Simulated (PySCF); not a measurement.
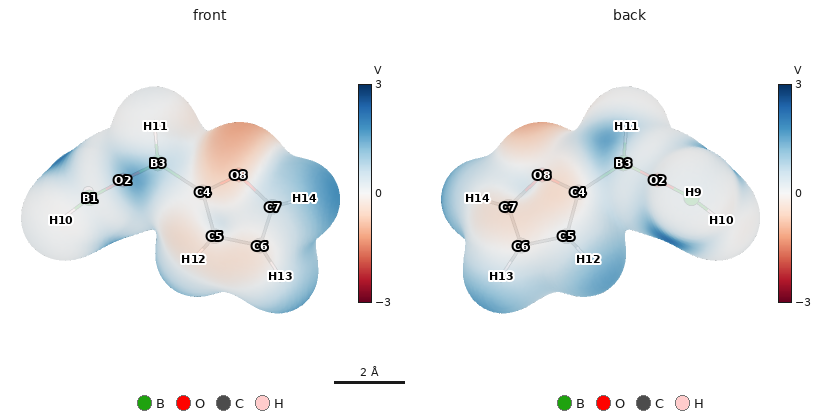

C4H6B2O2. The electrostatic potential painted on the density surface at 0.004 e/bohr³, seen from the front and from behind; the colour scale runs from red (negative) to blue (positive).

Geometry: GFN2-xTB.

Method: PBE0/pcSseg-1, SCF density, gas phase, non-relativistic (PySCF).

```xyz
14

B     3.0021   -0.7884    0.1285
O     2.0566    0.0815    0.2859
B     1.0850    0.9385    0.4321
C    -0.3786    0.5143    0.1130
C    -0.9034   -0.6810   -0.3287
C    -2.2965   -0.5053   -0.4491
C    -2.5347    0.7843   -0.0737
O    -1.3996    1.4005    0.2634
H     3.3093   -1.4867    1.0300
H     3.5518   -0.8706   -0.9137
H     1.3165    2.0323    0.8058
H    -0.3467   -1.5727   -0.5378
H    -3.0192   -1.2284   -0.7684
H    -3.4432    1.3513   -0.0094
```

### Describe the electrostatic potential map.

The most negative region (about −1.1 V) lies over O8, the most positive (about +2.1 V) over B1. O8 is the likeliest acceptor of a hydrogen bond.

### How polar is the molecule by this calculation?

Its dipole moment is 1.56 D.
